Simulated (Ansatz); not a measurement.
**Work function of Pb(110): what the settings cost and change**

Aim: the work function of Pb(110) against thickness and vacuum, with the cost.

Program: Ansatz 0.2.0. Level of theory: plane-wave DFT, PBE, Ansatz PAW. Results are calculated unless marked as measured.

## (1) The starting structure

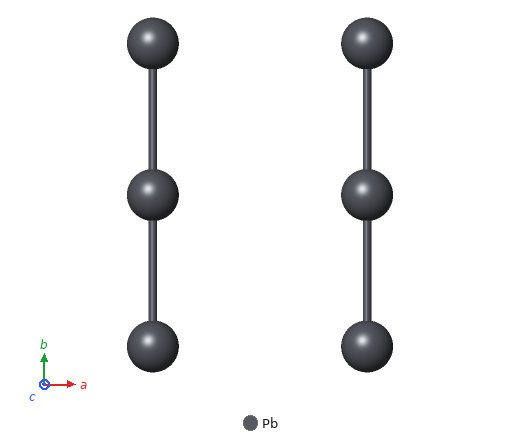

The cell as given, from above (lead dark grey). 2×3×1 cells are drawn.

The cell holds 1 atom: 1 Pb. Cell: a = 4.950 Å, b = 3.500 Å, c = 18.000 Å, α = 90.0°, β = 90.0°, γ = 90.0°. Vacuum lies along c.

## (2) Run, setting 1 layer

A work function rests on the faint tail of the density, so the SCF threshold is tight. The slab grows from one layer, at fixed mesh and 18 Å of vacuum; then the vacuum is varied on one slab.

input.yaml

```yaml
crystal:
  lattice:
    - [4.95, 0.0, 0.0]
    - [0.0, 3.5001785669, 0.0]
    - [0.0, 0.0, 18.0]
  atoms:
    - { symbol: Pb, position: [0.5, 0.5, 0.5] }
kpoints:
  mp_grid: { grid: [8, 12, 1] }
hamiltonian:
  xc: pbe
scf:
  occupations: { method: fermi_dirac, width: 0.1 }
  convergence: { dr2_threshold: 1.0e-09 }
efield:
  axis: 3
  dipole_correction: true
  ramp_position: 0.97
  ramp_width: 0.06
output:
  write_potential: true
  write_density: true
  volumetric_format: npy
  elf: true
```

Command:

```sh
$ ansatz run input.yaml --threads 2 --pin off --max-ram 3072MiB --backend cpu --events-out ev --progress --plain --runs-dir out
```

Numbers of over 12 decimals in the logs are rounded to 6 here.

What it wrote:

```text
Engine: ansatz 0.2.0, aarch64-unknown-linux-gnu
Pseudopotentials: kind: paw
Pseudopotential: Pb, paw, valence charge 14, recommended cutoff 420 eV (normal), Pb.paw.azcp
Functional definition: PBE
  parameter kappa = 0.804
  parameter beta = 0.066725
  exchange = pbe_x(kappa = kappa, mu = beta*pi^2/3)
  correlation = pbe_c(beta = beta)
Crystal: 1 atoms, lattice volume = 311.866 Å³
Basis set: ecut = 420 eV, 6111 PW (Γ)
Bands: 11, of which v1, the nominal top of the filled ones, is band 7 counted from 1 (6 counted from 0)
Symmetry: 4 space group operations
k-points: 35 of 96
Non-local potential: Pb, projectors of the file, l = 0: 2, l = 1: 2, l = 2: 2, l = 3: 2
PAW form: soft (Blöchl's): semilocal exchange-correlation on the pseudo side does not see the compensation charge
PAW one-centre angular grid: Pb, 590 points (default); XC on 64 Gauss nodes
Initial density: superposition of atomic densities (neutral atoms: chi_scale 0, normalization atom), corrected by the library's trained network
Initial wavefunctions: pseudopotential atomic-orbital guess
Functional: x = pbe(κ = 0.804, μ = 0.219515), c = pbe(β = 0.066725)
SCF iter   1: F=—  HF=-11904.932315 eV  |F-HF|=—  |Δ(HF+E_count)|=         —  Δρ=6.53e-4  dr2=2.08e-3  ethr=1.77e-3  p=-0.000 e·Å  D=-4.07e-16 V/Å  ΔV_dip=0.00 eV  dr2_dipole=1.55e-11  V_vac-E_F(+/−)=3.97/3.97 eV  ⟨swp⟩=7.1  Hψ=2970  notcnv=0
efield: sawtooth ramp at fractional position 0.9700 (set: `efield.ramp_position`, or a place that a band, a saddle search or an elastic batch's reference lends), width 0.0600; the density the first Hamiltonian is built on has a dipole p = -0.000 e·Å; the dipole correction subtracts the counter field D = -4.07e-16 V/Å, which shifts the + side's vacuum level by +0.00 eV against the − side's; the planar-averaged density in the ramp window peaks in size at 3.0e-6 e/Å³
preconditioner: auto → LDOS  [metal: Δε(μ)=0.032 eV  Ē_g=3.669 eV  σ=0.100 eV  W_gap=0.08  n_scr=18 (ndim 8)  ℏωp=3.0 eV  f_vac=0.727  D(μ)=2.08/eV (n_scr^D=6)  β→1.0]
SCF iter   2: F=—  HF=-11904.932548 eV  |F-HF|=—  |Δ(HF+E_count)|=   2.33e-4  Δρ=2.96e-4  dr2=2.15e-4  ethr=1.48e-5  p=0.000 e·Å  D=3.24e-7 V/Å  ΔV_dip=-0.00 eV  dr2_dipole=6.19e-11  V_vac-E_F(+/−)=4.00/4.00 eV  ⟨swp⟩=2.0  Hψ=1045  notcnv=0
SCF iter   3: F=—  HF=-11904.932694 eV  |F-HF|=—  |Δ(HF+E_count)|=   1.46e-4  Δρ=1.24e-4  dr2=4.65e-5  ethr=1.54e-6  p=-0.000 e·Å  D=-2.37e-7 V/Å  ΔV_dip=0.00 eV  dr2_dipole=2.34e-11  V_vac-E_F(+/−)=4.01/4.01 eV  ⟨swp⟩=2.0  Hψ=648  notcnv=0
SCF iter   4: F=—  HF=-11904.932704 eV  |F-HF|=—  |Δ(HF+E_count)|=   9.81e-6  Δρ=3.68e-5  dr2=5.49e-6  ethr=3.32e-7  p=-0.000 e·Å  D=-4.55e-8 V/Å  ΔV_dip=0.00 eV  dr2_dipole=9.67e-15  V_vac-E_F(+/−)=4.01/4.01 eV  ⟨swp⟩=2.0  Hψ=635  notcnv=0
SCF iter   5: F=—  HF=-11904.932710 eV  |F-HF|=—  |Δ(HF+E_count)|=   6.41e-6  Δρ=1.24e-5  dr2=5.66e-7  ethr=3.92e-8  p=-0.000 e·Å  D=-9.67e-8 V/Å  ΔV_dip=0.00 eV  dr2_dipole=3.70e-12  V_vac-E_F(+/−)=4.02/4.02 eV  ⟨swp⟩=2.1  Hψ=463  notcnv=0
SCF iter   6: F=—  HF=-11904.932705 eV  |F-HF|=—  |Δ(HF+E_count)|=   5.33e-6  Δρ=1.33e-6  dr2=1.28e-8  ethr=4.04e-9  p=0.000 e·Å  D=6.75e-8 V/Å  ΔV_dip=-0.00 eV  dr2_dipole=5.00e-12  V_vac-E_F(+/−)=4.02/4.02 eV  ⟨swp⟩=2.1  Hψ=645  notcnv=0
SCF iter   7: F=-11904.932705 eV  HF=-11904.932705 eV  |F-HF|=6.18e-11  |Δ(HF+E_count)|=   1.49e-8  Δρ=4.67e-7  dr2=9.30e-10  ethr=7.14e-12  p=-0.000 e·Å  D=-1.42e-7 V/Å  ΔV_dip=0.00 eV  dr2_dipole=1.32e-11  V_vac-E_F(+/−)=4.02/4.02 eV  ⟨swp⟩=3.4  Hψ=1652  notcnv=0
SCF 1 converged in 7 iterations: F = -11904.932705 eV  dr2 = 9.30e-10
  greatest PAW one-centre occupation: 0.980 electrons in one spin orbital (limit 2), on the Pb atom at site 0 (counted from 0), in its partial waves of l = 2
WARN: The output density's exchange-correlation potential varies sharply where the density is thin. Do not read a vacuum level from v_tot or v_xc, or from such a field of the output density. On a cell that repeats whose density bears no net charge and no dipole along the vacuum's axis use v_es (v_loc + v_h of the components); under efield.dipole_correction with no amplitude use v_es + v_field, which holds any externa [...]
SCF converged after 7 iterations
Free energy (F): -11904.932705 eV
Harris-Foulkes:  -11904.932705 eV  (|F-HF|=6.18e-11)
Internal energy: -11904.863789 eV  (E = F + TS)
E sigma→0 (E₀):  -11904.898247 eV
Entropy (-TS):   -0.068916 eV (-68.916 meV/atom)
Fermi energy:    -2.506461 eV
Dipole field:    D = 0.000004 V/Å  (p = 0.000006 e·Å, saw-weighted, corrected)
Work function:   Φ+ = 4.0163 eV   Φ− = 4.0164 eV
Levels:          The Fermi level and band energies are counted from a zero that moves with the ramp; work functions are not
--- Per-component energies (eV) ---
  E_band       = -224.031727
  E_kinetic    = 285.208139
  E_local      = -3915.765417  (includes V_loc(G=0)·N_el)
  E_nonlocal   = 349.505401
  E_hartree    = 1759.820169
  E_xc         = -217.921403
  E_vxc        = -128.509291  (∫ρ·V_xc dr)
  E_paw        = -10405.185495  (= ΣΔE_a)
  E_vpaw       = -334.111968  (= ΣTr[D̂ρ^β])
  E_aug_tail   = 0.000048  (compensation charges beyond the density's cutoff)
  E_efield     = 0.000000  (sawtooth field / dipole correction)
  E_vefield    = 0.000000  (∫n·V_field dr)
  E_ewald      = 239.474768
  E_smearing   = -0.068916  (= −TS)
  E_closure    = 0.000000  (closes the sum)
  Σ components = -11904.932705   (vs F -11904.932705, Δ=0.00e0)
--- Band table (eV; the first three rows and the last of 35) ---
  k-point 0: bands = [... 3 lower, -19.5937, -19.5908, -11.3089, -2.9909, -1.7644, 0.4215, 1.4243, 1.5299]
  k-point 1: bands = [... 3 lower, -19.5992, -19.5963, -11.2381, -2.9075, -1.6836, 0.4690, 1.5072, 1.5460]
  k-point 2: bands = [... 3 lower, -19.6142, -19.6111, -11.0299, -2.6635, -1.4497, 0.0157, 0.9610, 1.7529]
  k-point 34: bands = [... 3 lower, -19.6736, -19.4844, -9.6511, -3.9156, -1.6857, -0.8517, 1.8901, 3.2972]
```

It took 16 s on 2 threads of Arm Neoverse N1, shared host; peak memory 0.48 GiB; 32 s of CPU time.

This step gave:

```
energy at zero smearing   : -11904.8982 eV
work function, upper face : 4.016 eV
```

Running mean over 1.75 Å of the planar mean; the ramp of the sawtooth is left out. Electron's electrostatic potential energy less the Fermi level against z:

```
z (Å)  electron's electrostatic potential energy less the Fermi level (eV)
  3.0                                                                 4.02
  3.5                                                                 4.02
  4.0                                                                 4.02
  4.5                                                                 4.01
  5.0                                                                 4.01
  5.5                                                                 3.99
  6.0                                                                 3.95
  6.5                                                                 3.82
  7.0                                                                 3.45
  7.5                                                                 2.23
  8.0                                                               -0.214
  8.5                                                                -2.74
  9.0                                                                -4.02
  9.5                                                                -2.74
 10.0                                                               -0.214
 10.5                                                                 2.23
 11.0                                                                 3.45
 11.5                                                                 3.82
 12.0                                                                 3.95
 12.5                                                                 3.99
 13.0                                                                 4.01
 13.5                                                                 4.01
 14.0                                                                 4.02
 14.5                                                                 4.02
 15.0                                                                 4.02
```

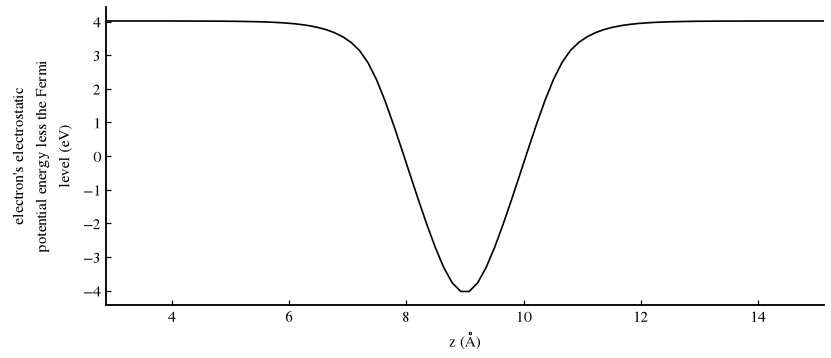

Electron's electrostatic potential energy less the Fermi level, plotted against z.

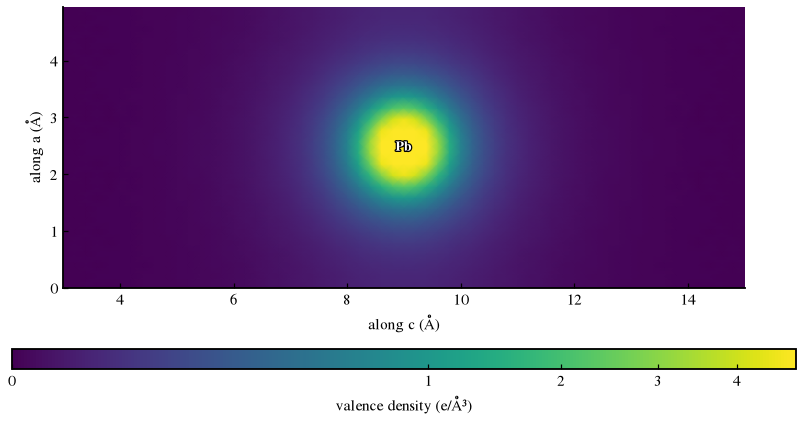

Valence density in the ca plane at fractional y = 0.500, with atoms of Pb within 0.2 Å of it. It is the smooth field of the valence electrons, not physical close to the nuclei. The colour scale is stretched toward low values. The far vacuum is left out of the map.

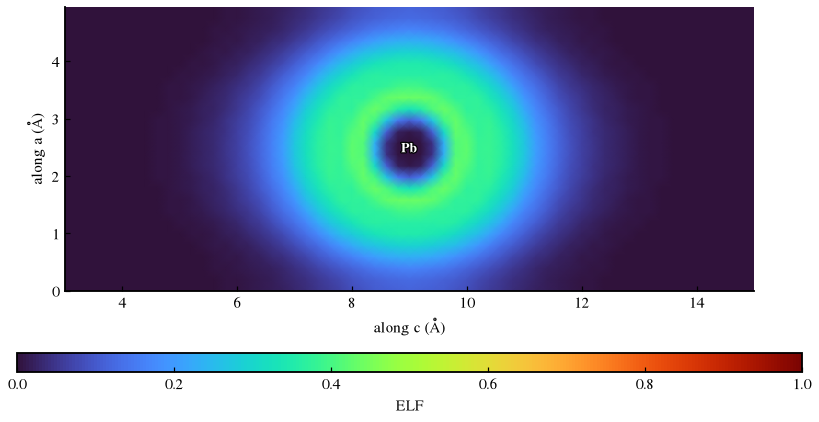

ELF in the ca plane at fractional y = 0.500, with atoms of Pb within 0.2 Å of it. It is the smooth field of the valence electrons, not physical close to the nuclei. The far vacuum is left out of the map.

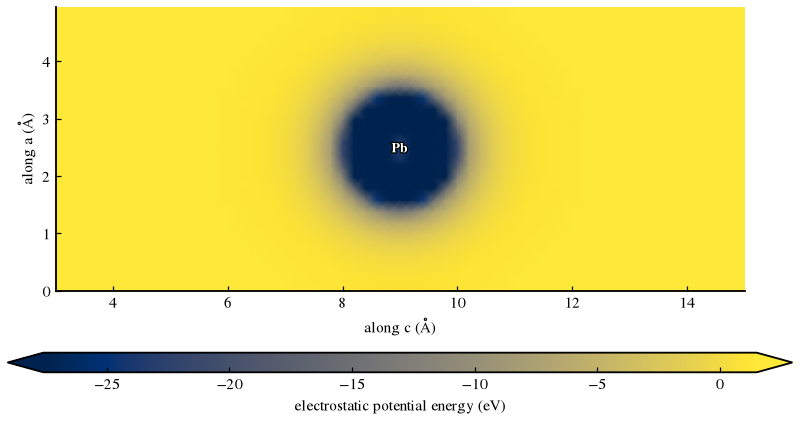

Electrostatic potential energy in the ca plane at fractional y = 0.500, with atoms of Pb within 0.2 Å of it. With pseudopotentials it is smooth inside the atoms' cores, unlike the true potential. The far vacuum is left out of the map.

The work function is 4.016 eV.

## (3) Slab, 2 atoms

System of this step: Pb(110). The cell holds 2 atoms: 2 Pb. Cell: a = 4.950 Å, b = 3.500 Å, c = 19.750 Å, α = 90.0°, β = 90.0°, γ = 90.0°. Vacuum lies along c.

input.yaml, the sections that differ from step 2:

```yaml
crystal:
  lattice:
    - [4.95, 0.0, 0.0]
    - [0.0, 3.5001785669, 0.0]
    - [0.0, 0.0, 19.7500892834]
  atoms:
    - { symbol: Pb, position: [0.5, 0.5, 0.4556941425] }
    - { symbol: Pb, position: [0.0, 0.0, 0.5443058575] }
output:
  write_potential: true
  write_density: true
  volumetric_format: npy
# kpoints, hamiltonian, scf, efield: as in step 2
```

What it wrote:

```text
[...]
Crystal: 2 atoms, lattice volume = 342.188 Å³
Basis set: ecut = 420 eV, 6705 PW (Γ)
Bands: 18, of which v1, the nominal top of the filled ones, is band 14 counted from 1 (13 counted from 0)
Symmetry: 4 space group operations
k-points: 35 of 96
[...]
k-point 0: bands = [... 10 lower, -11.2140, -8.5220, -2.3975, -1.3739, -1.1368, 1.8806, 2.1950, 2.3328]
  k-point 1: bands = [... 10 lower, -11.1298, -8.4678, -2.2982, -1.2949, -1.1014, 1.8755, 1.9290, 2.2623]
  k-point 2: bands = [... 10 lower, -10.8783, -8.3165, -2.0045, -1.1210, -1.0753, 0.5874, 2.0468, 2.3151]
  k-point 34: bands = [... 10 lower, -8.2868, -8.2868, -3.5677, -3.5677, 0.0969, 0.0969, 0.8853, 0.8853]
[key lines of the parts left out:]
SCF converged after 8 iterations
Free energy (F): -23811.959236 eV
Fermi energy:    -1.264710 eV
Dipole field:    D = 0.000000 V/Å  (p = 0.000000 e·Å, saw-weighted, corrected)
Work function:   Φ+ = 3.8861 eV   Φ− = 3.8860 eV
```

Elapsed: 26 s, on 2 threads; peak memory 0.56 GiB; 50 s of CPU time.

The work function is 3.886 eV, -0.130 eV from the run “1 layer”, at 1.6 times its CPU time.

## (4) Run, 3 atoms

System of this step: Pb(110). The cell holds 3 atoms: 3 Pb. Its edges and angles: a = 4.950 Å, b = 3.500 Å, c = 21.500 Å, α = 90.0°, β = 90.0°, γ = 90.0°. Vacuum lies along c.

input.yaml, the sections that differ from step 3:

```yaml
crystal:
  lattice:
    - [4.95, 0.0, 0.0]
    - [0.0, 3.5001785669, 0.0]
    - [0.0, 0.0, 21.5001785669]
  atoms:
    - { symbol: Pb, position: [0.0, 0.0, 0.4186011745] }
    - { symbol: Pb, position: [0.5, 0.5, 0.5] }
    - { symbol: Pb, position: [0.0, 0.0, 0.5813988255] }
# kpoints, hamiltonian, scf, efield, output: as in step 3
```

What it wrote:

```text
[...]
Crystal: 3 atoms, lattice volume = 372.510 Å³
Basis set: ecut = 420 eV, 7253 PW (Γ)
Bands: 26, of which v1, the nominal top of the filled ones, is band 21 counted from 1 (20 counted from 0)
Symmetry: 4 space group operations
k-points: 35 of 96
[...]
k-point 1: bands = [... 17 lower, -6.8743, -2.0271, -1.0853, 0.0625, 0.6661, 1.3727, 2.2722, 3.2256, ... 1 higher]
  k-point 2: bands = [... 17 lower, -6.7727, -1.7169, -1.0115, 0.2010, 0.8982, 0.9406, 1.4088, 3.1374, ... 1 higher]
  k-point 34: bands = [... 17 lower, -6.8875, -3.2330, -3.0974, -1.4447, 0.1242, 0.5509, 0.8134, 2.8227, ... 1 higher]
[key lines of the parts left out:]
SCF converged after 8 iterations
Free energy (F): -35718.499881 eV
Fermi energy:    -0.046889 eV
Dipole field:    D = 0.000000 V/Å  (p = 0.000000 e·Å, saw-weighted, corrected)
Work function:   Φ+ = 3.6011 eV   Φ− = 3.6011 eV
```

The job ended after 39 s (2 threads; peak memory 0.67 GiB; 77 s of CPU time).

The work function is 3.601 eV, -0.285 eV from the run “2 layers”, at 1.5 times its CPU time.

## (5) Slab, 4 atoms

System of this step: Pb(110). The cell holds 4 atoms: 4 Pb. Cell: a = 4.950 Å, b = 3.500 Å, c = 23.250 Å, α = 90.0°, β = 90.0°, γ = 90.0°. Vacuum lies along c.

input.yaml, the sections that differ from step 4:

```yaml
crystal:
  lattice:
    - [4.95, 0.0, 0.0]
    - [0.0, 3.5001785669, 0.0]
    - [0.0, 0.0, 23.2502678503]
  atoms:
    - { symbol: Pb, position: [0.5, 0.5, 0.3870923147] }
    - { symbol: Pb, position: [0.0, 0.0, 0.4623641049] }
    - { symbol: Pb, position: [0.5, 0.5, 0.5376358951] }
    - { symbol: Pb, position: [0.0, 0.0, 0.6129076853] }
# kpoints, hamiltonian, scf, efield, output: as in step 4
```

What it wrote:

```text
[...]
Crystal: 4 atoms, lattice volume = 402.831 Å³
Basis set: ecut = 420 eV, 7875 PW (Γ)
Bands: 34, of which v1, the nominal top of the filled ones, is band 28 counted from 1 (27 counted from 0)
Symmetry: 4 space group operations
k-points: 35 of 96
[...]
k-point 0: bands = [... 24 lower, -1.6604, -0.4181, 0.1870, 0.3196, 1.3529, 2.8351, 3.0949, 3.6072, ... 2 higher]
  k-point 1: bands = [... 24 lower, -1.5531, -0.3635, 0.2791, 0.3429, 1.4426, 2.7865, 2.8974, 3.1296, ... 2 higher]
  k-point 2: bands = [... 24 lower, -1.2351, -0.2576, 0.3229, 0.5503, 1.4482, 1.7006, 2.9937, 3.0682, ... 2 higher]
  k-point 34: bands = [... 24 lower, -2.6574, -2.6574, -1.1042, -1.1042, 0.7994, 0.7994, 2.0301, 2.0301, ... 2 higher]
[key lines of the parts left out:]
SCF converged after 9 iterations
Free energy (F): -47624.903170 eV
Fermi energy:    0.873639 eV
Dipole field:    D = 0.000000 V/Å  (p = 0.000000 e·Å, saw-weighted, corrected)
Work function:   Φ+ = 3.4807 eV   Φ− = 3.4806 eV
```

The job ended after 58 s (2 threads; peak memory 0.8 GiB).

The work function is 3.481 eV, -0.120 eV from the run “3 layers”, at 1.5 times its CPU time.

## (6) Slab, 5 atoms

System of this step: Pb(110). The cell holds 5 atoms: 5 Pb. Its edges and angles: a = 4.950 Å, b = 3.500 Å, c = 25.000 Å, α = 90.0°, β = 90.0°, γ = 90.0°. Vacuum lies along c.

input.yaml, the sections that differ from step 5:

```yaml
crystal:
  lattice:
    - [4.95, 0.0, 0.0]
    - [0.0, 3.5001785669, 0.0]
    - [0.0, 0.0, 25.0003571337]
  atoms:
    - { symbol: Pb, position: [0.0, 0.0, 0.3599948573] }
    - { symbol: Pb, position: [0.5, 0.5, 0.4299974287] }
    - { symbol: Pb, position: [0.0, 0.0, 0.5] }
    - { symbol: Pb, position: [0.5, 0.5, 0.5700025713] }
    - { symbol: Pb, position: [0.0, 0.0, 0.6400051427] }
# kpoints, hamiltonian, scf, efield, output: as in step 5
```

What it wrote:

```text
[...]
Crystal: 5 atoms, lattice volume = 433.153 Å³
Basis set: ecut = 420 eV, 8469 PW (Γ)
Bands: 42, of which v1, the nominal top of the filled ones, is band 35 counted from 1 (34 counted from 0)
Symmetry: 4 space group operations
k-points: 35 of 96
[...]
k-point 0: bands = [... 31 lower, 0.0737, 0.2226, 0.3880, 2.0337, 2.0380, 2.1895, 3.9955, 4.3620, ... 3 higher]
  k-point 1: bands = [... 31 lower, 0.1718, 0.2541, 0.4433, 2.0631, 2.1174, 2.2777, 3.1870, 4.3383, ... 3 higher]
  k-point 2: bands = [... 31 lower, 0.2794, 0.4621, 0.5406, 1.7826, 2.1641, 2.3478, 2.4897, 3.0497, ... 3 higher]
  k-point 34: bands = [... 31 lower, -2.2389, -1.1126, -0.9849, 0.0609, 0.9881, 1.2632, 1.9550, 3.0105, ... 3 higher]
[key lines of the parts left out:]
SCF converged after 8 iterations
Free energy (F): -59531.320765 eV
Fermi energy:    1.458269 eV
Dipole field:    D = 0.000000 V/Å  (p = 0.000000 e·Å, saw-weighted, corrected)
Work function:   Φ+ = 3.6620 eV   Φ− = 3.6620 eV
```

Run time: 84 s. Hardware: 2 threads; peak memory 0.94 GiB.

The work function is 3.662 eV, +0.181 eV from the run “4 layers”, at 1.4 times its CPU time.

## (7) Slab, 6 atoms

System of this step: Pb(110). The cell holds 6 atoms: 6 Pb. Cell: a = 4.950 Å, b = 3.500 Å, c = 26.750 Å, α = 90.0°, β = 90.0°, γ = 90.0°. Vacuum lies along c.

input.yaml, the sections that differ from step 6:

```yaml
crystal:
  lattice:
    - [4.95, 0.0, 0.0]
    - [0.0, 3.5001785669, 0.0]
    - [0.0, 0.0, 26.7504464172]
  atoms:
    - { symbol: Pb, position: [0.5, 0.5, 0.3364429834] }
    - { symbol: Pb, position: [0.0, 0.0, 0.40186579] }
    - { symbol: Pb, position: [0.5, 0.5, 0.4672885967] }
    - { symbol: Pb, position: [0.0, 0.0, 0.5327114033] }
    - { symbol: Pb, position: [0.5, 0.5, 0.59813421] }
    - { symbol: Pb, position: [0.0, 0.0, 0.6635570166] }
# kpoints, hamiltonian, scf, efield, output: as in step 6
```

What it wrote:

```text
[...]
Crystal: 6 atoms, lattice volume = 463.475 Å³
Basis set: ecut = 420 eV, 9055 PW (Γ)
Bands: 51, of which v1, the nominal top of the filled ones, is band 42 counted from 1 (41 counted from 0)
Symmetry: 4 space group operations
k-points: 35 of 96
[...]
k-point 0: bands = [... 38 lower, 0.5618, 1.0383, 1.6836, 1.7209, 2.9033, 3.4381, 3.6080, 4.4314, ... 5 higher]
  k-point 1: bands = [... 38 lower, 0.6006, 1.0737, 1.7720, 1.7767, 2.9762, 3.4774, 3.6271, 3.6753, ... 5 higher]
  k-point 2: bands = [... 38 lower, 0.6544, 1.0966, 1.8338, 2.0320, 2.3789, 2.9453, 3.3751, 3.5864, ... 5 higher]
  k-point 34: bands = [... 38 lower, -0.8776, -0.8776, 0.3290, 0.3290, 1.4668, 1.4668, 2.9043, 2.9043, ... 5 higher]
[key lines of the parts left out:]
SCF converged after 8 iterations
Free energy (F): -71437.734616 eV
Fermi energy:    2.043257 eV
Dipole field:    D = -0.000000 V/Å  (p = -0.000001 e·Å, saw-weighted, corrected)
Work function:   Φ+ = 3.7350 eV   Φ− = 3.7350 eV
```

It took 1.8 min on 2 threads; peak memory 1.1 GiB; 3.6 min of CPU time.

The work function is 3.735 eV, +0.073 eV from the run “5 layers”, at 1.3 times its CPU time.

[end of part 1 of 2]

[Logs are printed without paths, hosts, clocks, repeated set-up lines and the standing remarks that a program may print on its own settings, such as how far it seeks lower states.]

[Hosts, paths, dates, database ids (printed as entryN), source tags and the programs' standing remarks are cut or masked in the printed files.]

[Maps of the electrostatic potential energy from Ansatz leave out the sawtooth potential of an applied field or a dipole correction, so their vacuum need not be flat; planar profiles and work functions include it.]
